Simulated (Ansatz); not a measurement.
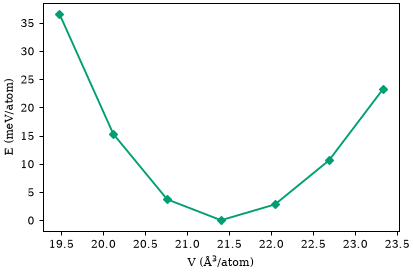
Fig. 1. GeSe in space group P-6m2 (No. 187; Ge on 1a, Se on 1f) under volume change, PBEsol (plane waves, PAW; program Ansatz), shape and atoms relaxed at each volume.

**Question.** What does a third-order Birch–Murnaghan fit give for V₀, B₀ and B′?

**Answer.** V₀ = 21.43 Å³/atom, B₀ = 54.0 GPa, B′ = 5.3.

The cell is a constructed one: a structure type filled with these elements; neither database checked (COD, Materials Project) lists it. It is not the phase usual at ambient conditions (space group No. 62). Symmetry was held in the PBEsol relaxation. At this level the phase is dynamically unstable (imaginary phonons).

Potentials: the later of the program's two PAW sets.
